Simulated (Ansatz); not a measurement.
**LaGaS3 in R-3c, a phase reached by a soft mode: following an unstable mode**

Which phase does LaGaS3 in R-3c, a phase reached by a soft mode fall into along its unstable mode, and how much energy does it gain?

Main program and level: Ansatz 0.2.0; DFT PBEsol, scalar-relativistic, plane waves, PAW; PAW set soft_1.

The structure was built from a prototype and need not be the compound's stable phase.

### 1. The starting structure

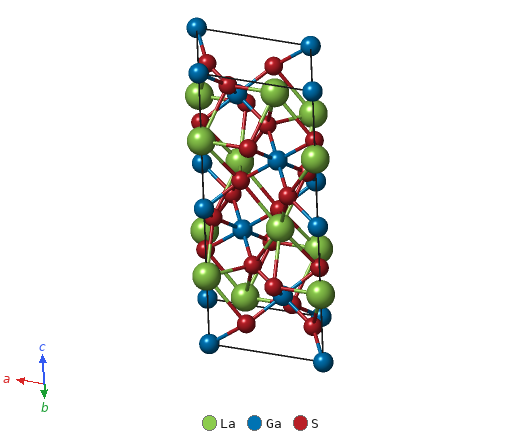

The starting structure, seen from a free direction (lanthanum green, gallium blue, sulfur red). This picture shows the conventional cell, with its axes. Bonds to atoms that aren't drawn are left out. Some periodic images of atoms are drawn too.

### 2. Linear response at the zone centre

This phase was reached earlier by freezing in an unstable mode of a structure of higher symmetry and relaxing. Its zone-centre modes can show that it is still unstable.

input.yaml

```yaml
crystal:
  lattice:
    - [3.4251140908, 1.9774905423, 5.056606617]
    - [-3.4251140908, 1.9774905423, 5.056606617]
    - [0.0, -3.9549810846, 5.056606617]
  atoms:
    - { symbol: La, position: [0.25, 0.25, 0.25] }
    - { symbol: La, position: [0.75, 0.75, 0.75] }
    - { symbol: Ga, position: [0.5, 0.5, 0.5] }
    - { symbol: Ga, position: [0.0, 0.0, 0.0] }
    - { symbol: S, position: [0.8382002443, 0.25, 0.6617997557] }
    - { symbol: S, position: [0.1617997557, 0.75, 0.3382002443] }
    - { symbol: S, position: [0.3382002443, 0.1617997557, 0.75] }
    - { symbol: S, position: [0.6617997557, 0.8382002443, 0.25] }
    - { symbol: S, position: [0.75, 0.3382002443, 0.1617997557] }
    - { symbol: S, position: [0.25, 0.6617997557, 0.8382002443] }
kpoints:
  mp_grid: { grid: [6, 6, 6] }
hamiltonian:
  xc: pbesol
  pseudopotentials: { kind: paw, azcp: { folder: soft_1 }, xc_functional: pbe }
scf:
  occupations: { method: fixed }
output:
  eigenvalues: true
phonons:
  method: dfpt
  dielectric: true
  rigid_motions: translations
```

Started as:

```
$ ansatz run input.yaml --threads 8 --pin off --max-ram 16384MiB --backend cpu --events-out ev --progress --plain --runs-dir out
```

Numbers of over 12 decimals in the logs are rounded to 6 here.

What it wrote:

```text
Engine: ansatz 0.2.0, aarch64-unknown-linux-gnu
Pseudopotentials: kind: paw
Pseudopotential: La, paw, valence charge 11, recommended cutoff 420 eV (normal), soft_1/La.paw.azcp
Pseudopotential: Ga, paw, valence charge 13, recommended cutoff 420 eV (normal), soft_1/Ga.paw.azcp
Pseudopotential: S, paw, valence charge 6, recommended cutoff 420 eV (normal), soft_1/S.paw.azcp
Functional definition: PBEsol
  exchange = pbesol_x
  correlation = pbesol_c
Crystal: 10 atoms, lattice volume = 205.494 Å³
Basis set: ecut = 420 eV, 4043 PW (Γ), exchange–correlation on 96×96×96 points (8 copies of the dense FFT grid, shifted against one another)
Bands: 52, of which v1, the nominal top of the filled ones, is band 42 counted from 1 (41 counted from 0)
Symmetry: 12 space group operations
k-points: 112 of 216 (irreducible under 1 space group operation, time reversal used)
Non-local potential: La, projectors of the file, l = 0: 3, l = 1: 2, l = 2: 2, l = 3: 3
Non-local potential: Ga, projectors of the file, l = 0: 2, l = 1: 2, l = 2: 3, l = 3: 1
Non-local potential: S, projectors of the file, l = 0: 2, l = 1: 2, l = 2: 1
PAW form: soft (Blöchl's): semilocal exchange-correlation on the pseudo side does not see the compensation charge
PAW frozen core: La, regenerated for the run's functional, and the local potential with it (the file was generated under x = pbe(κ = 0.804, μ = 0.219515), c = pbe(β = 0.066725))
PAW frozen core: Ga, regenerated for the run's functional, and the local potential with it (the file was generated under x = pbe(κ = 0.804, μ = 0.219515), c = pbe(β = 0.066725))
PAW frozen core: S, regenerated for the run's functional, and the local potential with it (the file was generated under x = pbe(κ = 0.804, μ = 0.219515), c = pbe(β = 0.066725))
PAW one-centre angular grid: La, 590 points (default); XC on 64 Gauss nodes
PAW one-centre angular grid: Ga, 590 points (default); XC on 64 Gauss nodes
PAW one-centre angular grid: S, 110 points (default); XC on 64 Gauss nodes
Initial density: superposition of atomic densities (chi_scale 0.1, normalization cell, long waves kept (reshape's long-wave potential 0.00 eV rms))
Initial wavefunctions: pseudopotential atomic-orbital guess
Functional: x = pbesol(κ = 0.804, μ = 0.123457), c = pbesol(β = 0.046)
SCF iter   1: F=—  HF=-25133.797563 eV  |F-HF|=—  |Δ(HF+E_count)|=         —  Δρ=4.76e-2  dr2=9.16e0  ethr=3.10e-3  ⟨swp⟩=5.5  Hψ=22162  notcnv=0  defer=146
preconditioner: auto → Resta (q_TF=auto, 2.350 Å⁻¹)  ε∞=6.7  [insulator: Δε(μ)=0.321 eV  Ē_g=9.713 eV  n_scr=56 (ndim 8)  ℏωp=23.2 eV  f_vac=0.000  ε∞_Penn≈6.7]
SCF iter   2: F=—  HF=-25132.164492 eV  |F-HF|=—  |Δ(HF+E_count)|=    1.63e0  Δρ=2.39e-2  dr2=1.01e0  ethr=3.10e-3  ⟨swp⟩=6.7  Hψ=14174  notcnv=0  defer=790
SCF iter   3: F=—  HF=-25131.949451 eV  |F-HF|=—  |Δ(HF+E_count)|=   2.15e-1  Δρ=1.01e-2  dr2=1.89e-1  ethr=1.20e-3  ⟨swp⟩=3.3  Hψ=9438  notcnv=0  defer=890
SCF iter   4: F=—  HF=-25131.917575 eV  |F-HF|=—  |Δ(HF+E_count)|=   3.19e-2  Δρ=1.84e-3  dr2=9.77e-3  ethr=2.24e-4  ⟨swp⟩=4.0  Hψ=8473  notcnv=0  defer=896
SCF iter   5: F=—  HF=-25131.918862 eV  |F-HF|=—  |Δ(HF+E_count)|=   1.29e-3  Δρ=9.89e-4  dr2=1.52e-3  ethr=1.16e-5  ⟨swp⟩=4.7  Hψ=9819  notcnv=0  defer=896
SCF iter   6: F=—  HF=-25131.918158 eV  |F-HF|=—  |Δ(HF+E_count)|=   7.04e-4  Δρ=2.99e-4  dr2=2.42e-4  ethr=1.81e-6  ⟨swp⟩=3.8  Hψ=9925  notcnv=0  defer=896
SCF iter   7: F=—  HF=-25131.918196 eV  |F-HF|=—  |Δ(HF+E_count)|=   3.81e-5  Δρ=8.62e-5  dr2=2.02e-5  ethr=2.88e-7  ⟨swp⟩=2.0  Hψ=10166  notcnv=0  defer=896
SCF iter   8: F=—  HF=-25131.918198 eV  |F-HF|=—  |Δ(HF+E_count)|=   1.45e-6  Δρ=1.92e-5  dr2=1.05e-6  ethr=2.41e-8  ⟨swp⟩=3.0  Hψ=10226  notcnv=0  defer=896
SCF iter   9: F=—  HF=-25131.918121 eV  |F-HF|=—  |Δ(HF+E_count)|=   7.71e-5  Δρ=3.20e-6  dr2=2.24e-8  ethr=1.26e-9  ⟨swp⟩=2.0  Hψ=10355  notcnv=0  defer=856
SCF iter  10: F=—  HF=-25131.918121 eV  |F-HF|=—  |Δ(HF+E_count)|=   4.71e-9  Δρ=8.29e-7  dr2=2.35e-9  ethr=2.67e-11  ⟨swp⟩=2.2  Hψ=10208  notcnv=0  defer=856
SCF iter  11: F=-25131.918121 eV  HF=-25131.918121 eV  |F-HF|=1.82e-11  |Δ(HF+E_count)|=  1.24e-10  Δρ=1.66e-7  dr2=5.27e-11  ethr=1.00e-12  ⟨swp⟩=22.0  Hψ=57001  notcnv=0
SCF 1 converged in 11 iterations: F = -25131.918121 eV  dr2 = 5.27e-11
  greatest PAW one-centre occupation: 0.996 electrons in one spin orbital (limit 2), on the Ga atom at site 3 (counted from 0), in its partial waves of l = 2
NSCF: frozen V_eff on 6 k-points
DFPT response loops at Γ: preconditioner auto → Resta (q_TF=auto, 2.350 Å⁻¹)  ε∞=11.5 (no band partly filled); β = 1.00, the filter's whole step (`scf.mixing.beta` (0.50) is not read by the response loops at its default; to damp them type it under 1.00, their step now; it binds the ground state too); Broyden in place of MSR1
── the response to a field inside a basis, on 10×10×10 k-points: an SCF that follows is theirs, and a resumed run solves both again ──
Bands: 43, of which v1, the nominal top of the filled ones, is band 42 counted from 1 (41 counted from 0)
k-points: 110 of 1000
Initial density: handed on by an earlier stage of this run
Initial wavefunctions: pseudopotential atomic-orbital guess (no wavefunctions were taken with the density)
Eigensolver: Dense (110 Hₖ)
SCF iter   1: F=—  HF=-25131.613620 eV  |F-HF|=—  |Δ(HF+E_count)|=         —  Δρ=4.41e-4  dr2=1.76e-4  ethr=1.00e-1
preconditioner: auto → Resta (q_TF=auto, 2.350 Å⁻¹)  ε∞=5.8  [insulator: Δε(μ)=0.509 eV  Ē_g=10.532 eV  n_scr=56 (ndim 8)  ℏωp=23.2 eV  f_vac=0.000  ε∞_Penn≈5.8]
SCF iter   2: F=—  HF=-25131.613631 eV  |F-HF|=—  |Δ(HF+E_count)|=   1.10e-5  Δρ=2.30e-4  dr2=5.17e-5  ethr=2.09e-7
SCF iter   3: F=—  HF=-25131.613647 eV  |F-HF|=—  |Δ(HF+E_count)|=   1.58e-5  Δρ=8.31e-5  dr2=9.45e-6  ethr=6.15e-8
SCF iter   4: F=—  HF=-25131.613646 eV  |F-HF|=—  |Δ(HF+E_count)|=   6.66e-7  Δρ=1.43e-5  dr2=4.00e-7  ethr=1.13e-8
SCF iter   5: F=-25131.613647 eV  HF=-25131.613647 eV  |F-HF|=7.77e-9  |Δ(HF+E_count)|=   2.20e-7  Δρ=4.45e-6  dr2=5.85e-8  ethr=4.76e-10
SCF 1 converged in 5 iterations: F = -25131.613647 eV  dr2 = 5.85e-8
DFPT response loops at Γ: preconditioner auto → Resta (q_TF=auto, 2.350 Å⁻¹)  ε∞=10.8 (no band partly filled); β = 1.00, the filter's whole step (`scf.mixing.beta` (0.50) is not read by the response loops at its default; to damp them type it under 1.00, their step now; it binds the ground state too); Broyden in place of MSR1
WARN: field response: inside a basis, on 10×10×10 points, no mesh in reach settles it: take ε∞, Z* and everything formed from them with what they may err, as stated (eps_inf_uncertainty, zstar_uncertainty_e), and compare with field_mesh: kpoints on a denser kpoints.mp_grid
WARN: field response: ε∞ stands inside a basis, on 10×10×10 points; the force constants stand on the 6×6×6 k-mesh, whose period is 13.58 times the interband length at k = (0.0000, 0.0000, 0.0000), direct gap 0.455 eV, under 14: take them and everything formed from them as unconverged, and compare with a denser kpoints.mp_grid
SCF converged after 11 iterations
Free energy (F): -25131.918121 eV
Harris-Foulkes:  -25131.918121 eV  (|F-HF|=1.82e-11)
Internal energy: -25131.918121 eV  (E = F + TS)
E sigma→0 (E₀):  -25131.918121 eV
Fermi energy:    9.230104 eV
--- Per-component energies (eV) ---
  E_band       = -98.057513
  E_kinetic    = 1232.365059
  E_local      = -4458.496042  (includes V_loc(G=0)·N_el)
  E_nonlocal   = 207.881475
  E_hartree    = 2428.731991
  E_xc         = -939.663773
  E_vxc        = -900.258822  (∫ρ·V_xc dr)
  E_paw        = -18124.948545  (= ΣΔE_a)
  E_vpaw       = -1037.012648  (= ΣTr[D̂ρ^β])
  E_aug_tail   = -0.000398  (compensation charges beyond the density's cutoff)
  E_ewald      = -5480.223615
  E_core_change = 2.435727  (= ΣΔE_core)
  E_smearing   = -0.000000  (= −TS)
  E_closure    = -0.000000  (closes the sum)
  Σ components = -25131.918121   (vs F -25131.918121, Δ=0.00e0)
--- Band table (eV; the first three rows and the last of 112) ---
  k-point 0: bands = [... 38 lower, 8.2177, 8.7067, 8.7067, 9.2301, 9.6846, 11.2188, 11.4476, 11.4476, ... 6 higher]
  k-point 1: bands = [... 38 lower, 8.2072, 8.5944, 8.6527, 9.0976, 9.7533, 11.2869, 11.4508, 11.4545, ... 6 higher]
  k-point 2: bands = [... 38 lower, 8.1373, 8.1599, 8.6887, 8.9386, 10.0575, 11.1733, 11.4473, 11.4693, ... 6 higher]
  k-point 111: bands = [... 38 lower, 7.5882, 7.5882, 7.5882, 7.5882, 10.7427, 10.7427, 11.5900, 11.5900, ... 6 higher]
--- Phonons (Γ-DFPT): 6 representative perturbations + reference, on 112 of 216 k-points (Σ response iterations 26) ---
  k mesh reduced under 1 symmetry operation, with k and −k counted as one. Each operation leaves every solved perturbation unchanged. A smaller set is not considered because the run solves the response to a homogeneous field
  ASR residual: 2.149e-4 → 0.000e0 eV/Å²; symmetrization residual: 2.354e-5 eV/Å²
  ASR residual per site (eV/Å²): 7.22e-5 7.22e-5 2.15e-4 2.15e-4 1.01e-4 1.01e-4 1.07e-4 1.07e-4 1.01e-4 1.01e-4
  Γ frequencies (cm⁻¹): -43.12 -43.12 -24.81 0.00 0.00 0.00 28.41 28.41 38.96 74.28 74.28 85.76 118.41 118.41 139.12 183.98 186.67 186.67 198.68 198.68 222.87 232.48 232.48 243.76 283.09 284.01 284.01 341.23 341.23 353.89
  ε∞ (high-frequency dielectric tensor):
       10.806744    -0.000000     0.000000
       -0.000000    10.806744    -0.000000
        0.000000    -0.000000    11.634839
  softest optical mode at Γ: -43.12 cm⁻¹; the repairs (sum rule, projections) moved no ω² at Γ by more than (2.63 cm⁻¹)²
  Born effective charges Z* (e; rows j = field, columns β = displacement):
    site 0:
         4.68826   -0.00000   -0.00000
         0.00000    4.68826   -0.00000
         0.00000   -0.00000    3.96525
    site 1:
         4.68826   -0.00000   -0.00000
         0.00000    4.68826   -0.00000
         0.00000   -0.00000    3.96525
    site 2:
         4.34079    0.43759   -0.00000
        -0.43759    4.34079   -0.00000
         0.00000   -0.00000    3.79258
    site 3:
         4.34079   -0.43759    0.00000
         0.43759    4.34079   -0.00000
        -0.00000   -0.00000    3.79258
    site 4:
        -3.02911    0.03364   -0.17418
         0.03364   -2.99026    0.10056
        -0.68637    0.39628   -2.58594
    site 5:
        -3.02911    0.03364   -0.17418
         0.03364   -2.99026    0.10056
        -0.68637    0.39628   -2.58594
    site 6:
        -2.97084    0.00000    0.00000
         0.00000   -3.04853   -0.20112
         0.00000   -0.79255   -2.58594
    site 7:
        -2.97084    0.00000   -0.00000
         0.00000   -3.04853   -0.20112
         0.00000   -0.79255   -2.58594
    site 8:
        -3.02911   -0.03364    0.17418
        -0.03364   -2.99026    0.10056
         0.68637    0.39628   -2.58594
    site 9:
        -3.02911   -0.03364    0.17418
        -0.03364   -2.99026    0.10056
         0.68637    0.39628   -2.58594
  Z* charge neutrality: 1.575e-2 e pre-enforcement
  solved inside a basis spanned on kpoints, on 10×10×10 k-points, which do not settle them: ε∞ is read to err by 1.4e-1, Z* by 6.1e-2 e (field_mesh: kpoints solves on kpoints); Z* is corrected for what the basis lacks
  optical modes at Γ without the LO–TO term, one row a degenerate level:
      ω (cm⁻¹)  modes    IR ((D/Å)²/amu)
        -43.12      2            25.2630
        -24.81      1            24.8660
         28.41      2             0.0000
         38.96      1             0.0000
         74.28      2             2.6716
         85.76      1             1.5391
        118.41      2             0.0000
[...]
optical modes at Γ + LO–TO along q̂ = [1.0000, 0.0000, 0.0000]:
      ω (cm⁻¹)  modes    IR ((D/Å)²/amu)
[...]
optical modes at Γ + LO–TO along q̂ = [0.0000, 1.0000, 0.0000]:
      ω (cm⁻¹)  modes    IR ((D/Å)²/amu)
[...]
optical modes at Γ + LO–TO along q̂ = [0.0000, 0.0000, 1.0000]:
      ω (cm⁻¹)  modes    IR ((D/Å)²/amu)
[...]
129.70      1            11.4300
        139.12      1             0.0000
        183.98      1             0.0000
        186.67      2            12.7808
        198.68      2             0.0000
        222.87      1             0.0000
        232.48      2            73.5926
        283.09      1             0.0000
        284.01      2             0.0000
        289.99      1            34.4766
        341.23      2             3.8956
        353.89      1             0.0000
```

The job ended after 5.7 min (8 threads of Arm Neoverse V1, shared host; peak memory 5.6 GiB; 43 min of CPU time).

This step gave:

* gap on the k-mesh: 0.4545 eV
* volume per atom: 20.55 Å³
* sum-rule residual before enforcement: 2.15e-4 eV/Å²
* miss of the charge sum rule: 0.01575 e
* estimated error of the dielectric tensor: 0.1356
* estimated error of the Born charges: 0.06062 e
* point group: -3m
* highest optical mode at the zone centre (no LO-TO term): 353.9 cm⁻¹
* lowest optical zone-centre mode: -43.12 cm⁻¹
* mean high-frequency dielectric constant: 11.08
* largest Born charge (third of the trace): 4.447 e
* top of the zone-centre spectrum with the field: 353.9 cm⁻¹

Patterns of degenerate modes are one choice out of their space. Modes at Γ, with each element's share of the kinetic energy (negative means imaginary):

```
mode  frequency (cm⁻¹)  symmetry  La %  Ga %  S %
   1             -43.1        Eu     5     4   92
   2             -43.1        Eu     5     4   92
   3             -24.8       A2u    31     1   68
   4               0.0  acoustic    46    23   32
   5               0.0  acoustic    46    23   32
   6               0.0  acoustic    46    23   32
   7              28.4        Eg    33     0   67
   8              28.4        Eg    33     0   67
   9              39.0       A2g    98     0    2
  10              74.3        Eu    27    66    7
  11              74.3        Eu    27    66    7
  12              85.8       A2u    24    63   14
  13             118.4        Eg    62     0   38
  14             118.4        Eg    62     0   38
  15             139.1       A2g     2     0   98
  16             184.0       A1u     0    97    3
  17             186.7        Eu    14    69   17
  18             186.7        Eu    14    69   17
  19             198.7        Eg     0     0  100
  20             198.7        Eg     0     0  100
  21             222.9       A1g     0     0  100
  22             232.5        Eu     8    32   60
  23             232.5        Eu     8    32   60
  24             243.8       A2u     0    13   87
  25             283.1       A1u     0     3   97
  26             284.0        Eg     5     0   95
  27             284.0        Eg     5     0   95
  28             341.2        Eu     1     7   93
  29             341.2        Eu     1     7   93
  30             353.9       A2g     0     0  100
```

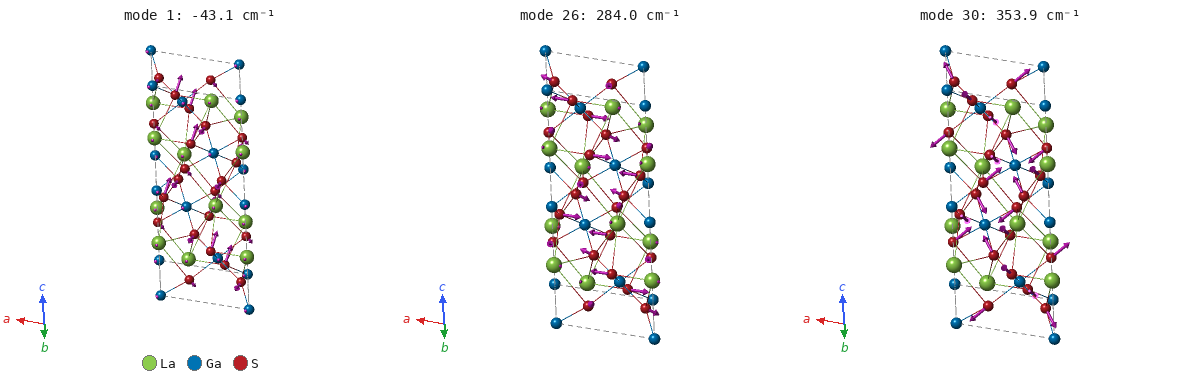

Displacement patterns of modes 1, 26 and 30 at Γ; arrows are exaggerated. Bonds to atoms that aren't drawn are left out. Some periodic images of atoms are drawn too.

Before it was imposed, the acoustic sum rule was missed by 2.1e-4 eV/Å² and the charge sum rule by 0.016 e. Small misses are needed for a sound result but don't prove that mesh and cutoff are converged. The lowest optical mode is imaginary, 43.1i cm⁻¹, so the energy falls along it.

The log warns of the k mesh: “the force constants stand on the 6×6×6 k-mesh, whose period is 13.58 times the interband length at k = (0.0000, 0.0000, 0.0000), direct gap 0.455 eV, under 14: take them and everything formed from them as unconverged”.

### 3. The mode frozen in, largest atomic shift 0 Å

The mode followed lies at Γ with frequency 43.1i cm⁻¹ and is 2-fold degenerate, the softest among the wavevectors solved. At small amplitude the distorted cell has space group no. 9 by a symmetry search on the positions. The undistorted cell that holds it gives the zero of energy on the same k mesh.

input.yaml, as its differences from that of step 2:

```diff
@@ -22,8 +22,6 @@
 scf:
-  occupations: { method: fixed }
+  occupations: { method: gaussian, width: 0.02 }
 output:
+  forces: true
+  stress: true
   eigenvalues: true
-phonons:
-  method: dfpt
-  dielectric: true
-  rigid_motions: translations
```

What it wrote:

```text
[...]
Crystal: 10 atoms, lattice volume = 205.494 Å³
Basis set: ecut = 420 eV, 4043 PW (Γ), exchange–correlation on 90×90×90 points (8 copies of the dense FFT grid, shifted against one another)
Bands: 52, of which v1, the nominal top of the filled ones, is band 42 counted from 1 (41 counted from 0)
Symmetry: 12 space group operations
[...]
k-points: 32 of 216
[...]
k-point 0: bands = [... 38 lower, 8.2177, 8.7067, 8.7067, 9.2301, 9.6846, 11.2188, 11.4477, 11.4477, ... 5 higher]
  k-point 1: bands = [... 38 lower, 8.2071, 8.5944, 8.6527, 9.0976, 9.7533, 11.2869, 11.4508, 11.4545, ... 5 higher]
  k-point 2: bands = [... 38 lower, 8.1373, 8.1599, 8.6887, 8.9386, 10.0576, 11.1734, 11.4473, 11.4693, ... 5 higher]
  k-point 31: bands = [... 38 lower, 7.5882, 7.5882, 7.5882, 7.5882, 10.7427, 10.7427, 11.5900, 11.5900, ... 5 higher]
[key lines of the parts left out:]
SCF converged after 10 iterations
Free energy (F): -25131.918121 eV
Fermi energy:    9.457367 eV
P = ⅓ Tr σ = 0.0040 GPa (0.040 kbar)
```

The job ended after 5.3 s (8 threads; peak memory 0.98 GiB).

Numbers from this step:

- pressure: 0.004025 GPa
- energy from the undistorted cell: 0 meV/atom

At this level the gap is 0.45 eV on the k-mesh of the self-consistent run, which can miss the band edges.

[end of part 1 of 3]

[Logs are printed without paths, hosts, clocks, repeated set-up lines and the standing remarks that a program may print on its own settings, such as how far it seeks lower states.]

[Hosts, paths, dates, database ids (printed as entryN), source tags and the programs' standing remarks are cut or masked in the printed files.]
